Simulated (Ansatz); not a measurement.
**C₃H₇B: Born-Oppenheimer dynamics**

Aim: follow C₃H₇B for 50 steps with a Langevin thermostat (1500 K) and see how far bonds stretch and how energy moves between motion and potential.

Program: Ansatz 0.2.0, Gaussian basis. Level of theory: PBE/def2-SVP with D3(BJ) dispersion. These are calculated values, not measurements.

### 1 Structure used throughout

The geometry comes from an earlier relaxation with PBE0-D4 in a triple-zeta def2 set; it is a stationary point, not always the lowest conformer.

SMILES `BC(=C)C`, 11 atoms, charge 0, spin multiplicity 1.

Atoms are counted from 1 here; the program's logs count them from 0.

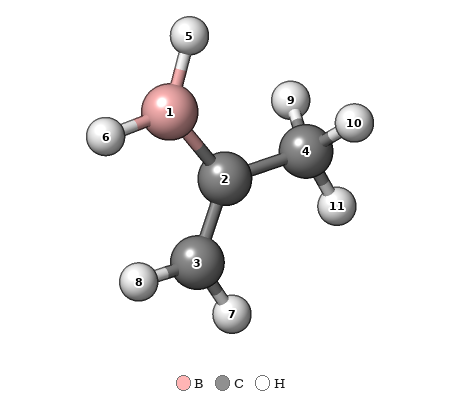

The geometry (boron pink, carbon grey, hydrogen white); atoms are numbered from 1 in the order of the file.

### 2 Dynamics

The input, in.yaml:

```yaml
crystal:
  periodic: [false, false, false]
  atoms:
    - {symbol: B, position_ang: [-0.544057, 1.376938, 0.499101]}
    - {symbol: C, position_ang: [0.011468, -0.015370, 0.143819]}
    - {symbol: C, position_ang: [0.334399, -0.828099, 1.161734]}
    - {symbol: C, position_ang: [0.181885, -0.449228, -1.283205]}
    - {symbol: H, position_ang: [-0.864974, 2.157828, -0.351777]}
    - {symbol: H, position_ang: [-0.659485, 1.686164, 1.650026]}
    - {symbol: H, position_ang: [0.730077, -1.830420, 1.006420]}
    - {symbol: H, position_ang: [0.210396, -0.507091, 2.190416]}
    - {symbol: H, position_ang: [-0.770334, -0.402304, -1.819191]}
    - {symbol: H, position_ang: [0.864830, 0.221481, -1.812634]}
    - {symbol: H, position_ang: [0.571096, -1.466900, -1.364208]}
basis:
  gaussian: {orbitals: def2-SVP}
hamiltonian: {xc: {name: PBE}, dispersion: d3bj}
md: {timestep: 1 fs, n_steps: 50, ensemble: nvt_langevin, temperature: 1500, initial_velocities: maxwell_boltzmann, friction: 0.01, seed: 53}
```

On the command line:

```
ansatz run in.yaml --threads 2 --pin off --events-out ev --progress --plain --max-ram 4352MiB
```

Output, cut to the lines that bear on the results:

```text
Functional definition: PBE
  name "PBE"
  cite "Perdew, Burke & Ernzerhof, Phys. Rev. Lett. 77, 3865 (1996) doi:10.1103/PhysRevLett.77.3865"
  parent pbe
[...]
1034 factors; their error is unknown
[...]
mean field -3891.49263753 eV, -143.0097166809 hartree, gradient 5.5e-5 eV, S^2 0.000000; 0 other end points of the search recorded, 0 dependent functions left out
[...]
reference -3891.49267104 eV, -143.0097179124 hartree; 15, 15 occupied and 76, 76 virtual orbitals, 1034 factors
md step     0: t =     0.00 fs  T =  1363.6 K  F+E_penalty+E_count = -3891.68766287 eV  E_kin = 1.938900 eV  (26 SCF iters)
[...]
md step    12: t =    12.00 fs  T =  1124.9 K  F+E_penalty+E_count = -3891.21403523 eV  E_kin = 1.599382 eV  (30 SCF iters, 3 dispersion substeps)
[...]
md step    24: t =    24.00 fs  T =  1103.8 K  F+E_penalty+E_count = -3890.75172964 eV  E_kin = 1.569500 eV  (29 SCF iters, 3 dispersion substeps)
[...]
md step    36: t =    36.00 fs  T =  1108.2 K  F+E_penalty+E_count = -3890.54194190 eV  E_kin = 1.575705 eV  (29 SCF iters, 3 dispersion substeps)
[...]
md step    48: t =    48.00 fs  T =  1152.7 K  F+E_penalty+E_count = -3890.44231125 eV  E_kin = 1.639032 eV  (32 SCF iters, 3 dispersion substeps)
[...]
md step    49: t =    49.00 fs  T =  1278.7 K  F+E_penalty+E_count = -3890.60354072 eV  E_kin = 1.818150 eV  (31 SCF iters, 3 dispersion substeps)
[...]
md step    50: t =    50.00 fs  T =  1414.8 K  F+E_penalty+E_count = -3890.85164393 eV  E_kin = 2.011629 eV  (28 SCF iters, 3 dispersion substeps)
Total energy: -3890.85167717 eV, -142.9861618219 hartree
Atom 0 at    -0.630023     1.427671     0.044305 Å, force    -0.716744     1.932749     0.935012 eV/Å
Atom 1 at    -0.427962    -0.059999    -0.007757 Å, force     1.224846    -0.730980     1.419126 eV/Å
Atom 2 at    -0.082933    -0.533874     1.234568 Å, force     0.558229    -0.340891     0.144779 eV/Å
Atom 3 at     0.194137    -0.678535    -1.194032 Å, force    -2.348626    -3.314126    -1.216503 eV/Å
Atom 4 at     0.238518     2.060014    -0.523486 Å, force    -0.014180     0.082311    -0.399705 eV/Å
Atom 5 at    -1.400163     2.188633     0.729968 Å, force     0.519132    -1.133326    -0.443919 eV/Å
Atom 6 at     0.708635    -1.350475     1.246537 Å, force    -0.740554     0.557044     0.315187 eV/Å
Atom 7 at    -0.342119    -0.074753     2.219894 Å, force    -0.200674    -0.208022    -0.514703 eV/Å
Atom 8 at    -0.574724    -1.479256    -1.636615 Å, force     0.712542     1.630098     0.385375 eV/Å
Atom 9 at     0.325717     0.067701    -1.924436 Å, force     0.336829     1.175905    -1.707864 eV/Å
Atom 10 at     1.040297    -1.386440    -1.233532 Å, force     0.669200     0.349238     1.083214 eV/Å
Dipole moment:     0.119198    -0.253551    -0.022919 e Å
```

It took 56 s on 2 threads of Arm Neoverse V2, shared host.

### 3 The trajectory

One row in 4; energies are counted from the first frame:

```
time (fs)  T (K)  potential (meV)  C4–H10 (Å)
      0.0   1364              0.0       1.094
      4.0    810            725.1       1.071
      8.0    526           1136.6       1.266
     12.0   1125            473.6       1.032
     16.0    896            924.3       1.165
     20.0    659           1240.0       1.269
     24.0   1104            935.9       0.990
     28.0   1143           1232.3       1.228
     32.0    951           1486.1       1.279
     36.0   1108           1145.7       0.975
     40.0    916           1311.5       1.249
     44.0    950           1585.7       1.292
     48.0   1153           1245.4       0.994
```

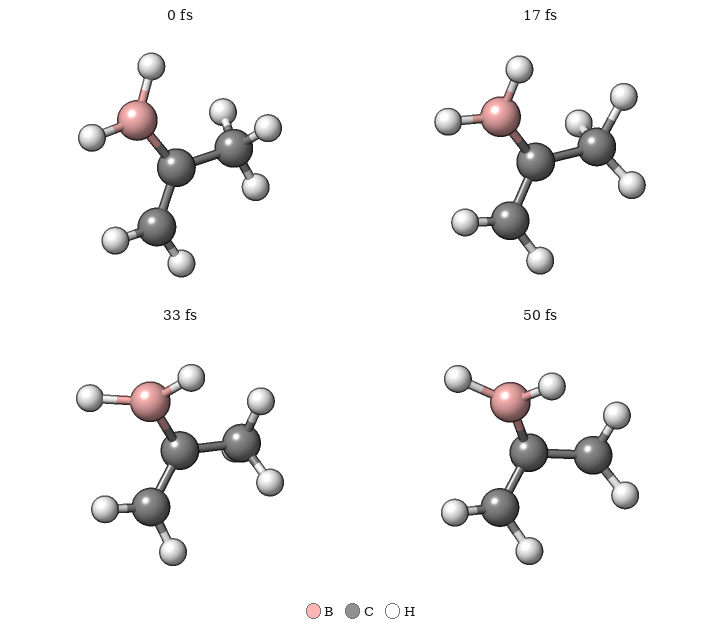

Four frames; sticks are those of the first frame.

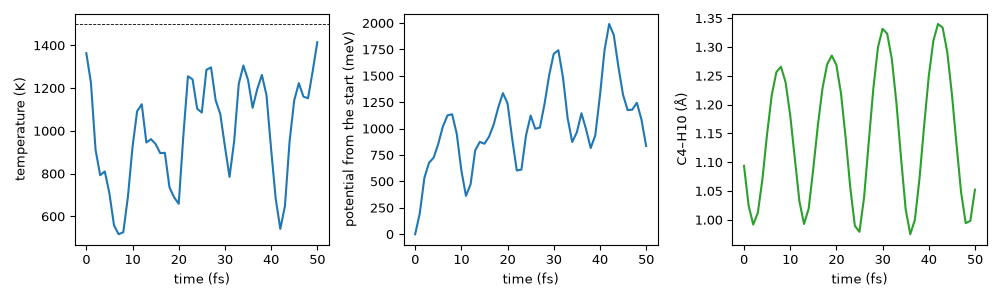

Temperature (the set value dashed), potential energy and the bond that swings most.

Positions (Å) and forces (eV/Å) at 50.0 fs:

```xyz
11

B    -0.630    1.428    0.044   -0.717    1.933    0.935
C    -0.428   -0.060   -0.008    1.225   -0.731    1.419
C    -0.083   -0.534    1.235    0.558   -0.341    0.145
C     0.194   -0.679   -1.194   -2.349   -3.314   -1.217
H     0.239    2.060   -0.523   -0.014    0.082   -0.400
H    -1.400    2.189    0.730    0.519   -1.133   -0.444
H     0.709   -1.350    1.247   -0.741    0.557    0.315
H    -0.342   -0.075    2.220   -0.201   -0.208   -0.515
H    -0.575   -1.479   -1.637    0.713    1.630    0.385
H     0.326    0.068   -1.924    0.337    1.176   -1.708
H     1.040   -1.386   -1.234    0.669    0.349    1.083
```

### 4 Outcome

| quantity | value |
| --- | --- |
| length | 50 steps of 1.0 fs |
| temperature, first and last frame | 1364, 1415 K |
| temperature, second half | mean 1083 K, from 542 to 1415 K |
| swing of the potential | 1991 meV |
| range of C4–H10 | 0.975 to 1.340 Å |

What this shows: The temperature starts at 1364 K and ranges from 517 to 1415 K; in so small a system it swings widely. C4–H10 swings most, by 0.36 Å; no bond breaks. A run of 50 fs gives no averages.
